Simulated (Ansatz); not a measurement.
## Electronic structure of FH4NSi···HCl in real space

The calculation's input:

```
crystal:
  periodic: [false, false, false]
  atoms:
    - { symbol: Si, position_ang: [0.223076, 0.00165, -0.030528] }
    - { symbol: F, position_ang: [0.260562, 0.001576, 1.580831] }
    - { symbol: "N", position_ang: [1.765778, -0.00045, -0.750566] }
    - { symbol: H, position_ang: [2.333555, -0.847777, -0.801227] }
    - { symbol: H, position_ang: [2.334904, 0.845858, -0.802915] }
    - { symbol: H, position_ang: [-0.450356, 1.267862, -0.444685] }
    - { symbol: H, position_ang: [-0.453236, -1.263357, -0.444023] }
    - { symbol: Cl, position_ang: [-2.89513, 0.000748, 1.153202] }
    - { symbol: H, position_ang: [-1.818852, -0.00611, 1.951512] }
basis:
  gaussian: { orbitals: "6-31G*" }
hamiltonian:
  xc: lda
relax:
  f_tol: 0.03
  max_steps: 50
output:
  orbitals: {}
```

Command:

```sh
ansatz run input.yaml --threads 1 --pin off --max-ram 2048MiB --backend cpu --events-out ev --progress --plain --runs-dir out
```

The fields are those of the run's last geometry, not of the input's.

Computed with RKS LDA/6-31G* in Ansatz 0.2.0.

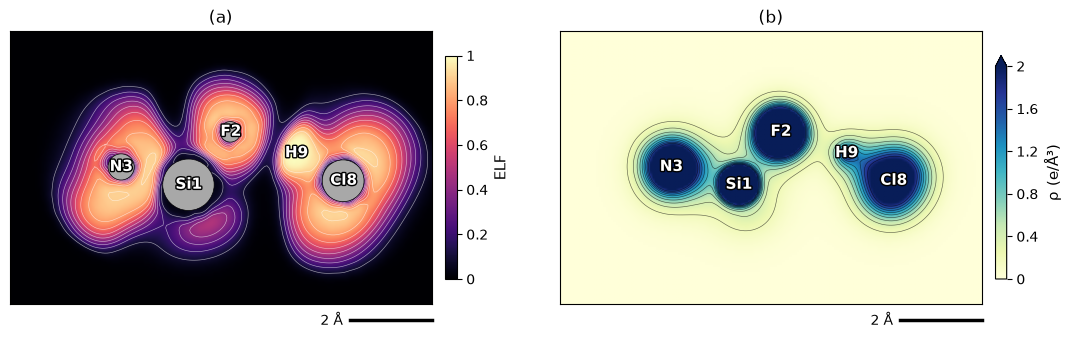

Figure 1. (a) ELF; (b) electron density on the plane of atoms F2, Si1 and N3. Grey discs cover the atomic cores in the ELF map.

Read the bonding off the picture.

Answer. The plane passes through Si, F, N, Cl and H nuclei. F2···H9 (1.69 Å): the density falls to about 0.3 e/Å³ on the way; the ELF dips to about 0.15 between them. Si–F (1.65 Å): the density is about 0.97 e/Å³ at the midpoint; the ELF peaks at about 0.85 in the valence shell of F, 0.7 Å from its nucleus, and is about 0.35 at the midpoint. Si–N (1.70 Å): the density is about 1.1 e/Å³ at the midpoint; the ELF peaks at about 0.90 between the atoms; a polar covalent bond. Cl–H (1.32 Å): ρ at the midpoint is about 1.8 e/Å³; the ELF climbs to about 1 towards the hydrogen, as it does in any bond to H (a covalent bond by its length). The ELF also peaks beside Cl8, N3 and F2, away from the bonds: lone-pair regions.

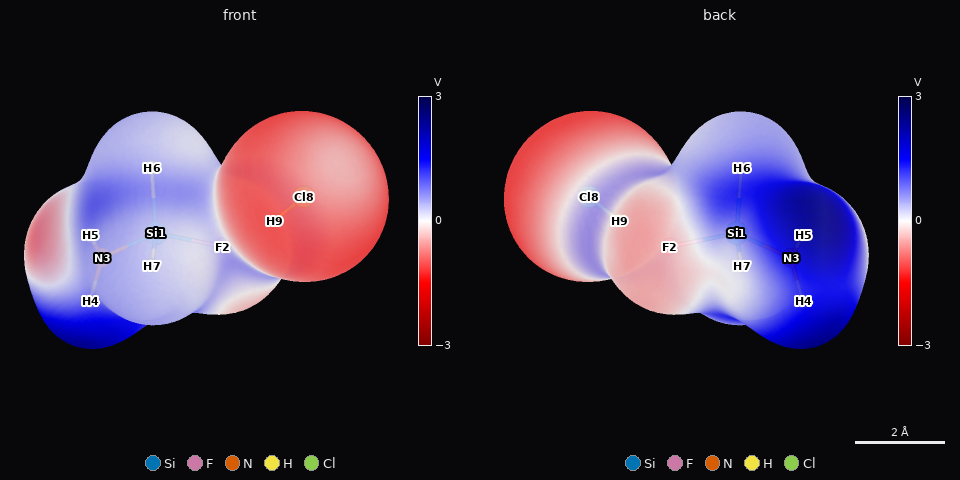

Figure 2. The electrostatic potential painted on the density surface at 0.002 e/bohr³, seen from the front and from behind; red is negative and blue positive.

Which sites attract a positive test charge, and which a negative one?

Answer. A positive charge is drawn to the negative regions and a negative charge to the positive ones. The most negative region (about −1.1 V, or −25 kcal/mol for a unit charge) lies over Cl8, the most positive (about +2.4 V, or +55 kcal/mol for a unit charge) over H4 and H5.

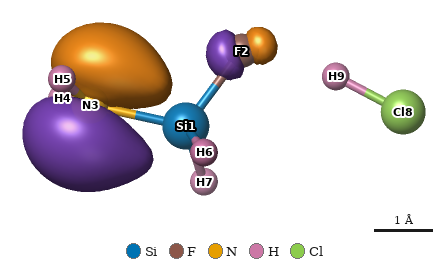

Figure 3. The HOMO at ±0.15 Å⁻³ᐟ² (orange and purple are the two phases), seen from one side.

Where does this orbital lie, and at what energy?

Answer. By Hirshfeld shares it lies mainly on N3 (about 70 %); largely a lone pair of N3. Its energy is −6.90 eV.
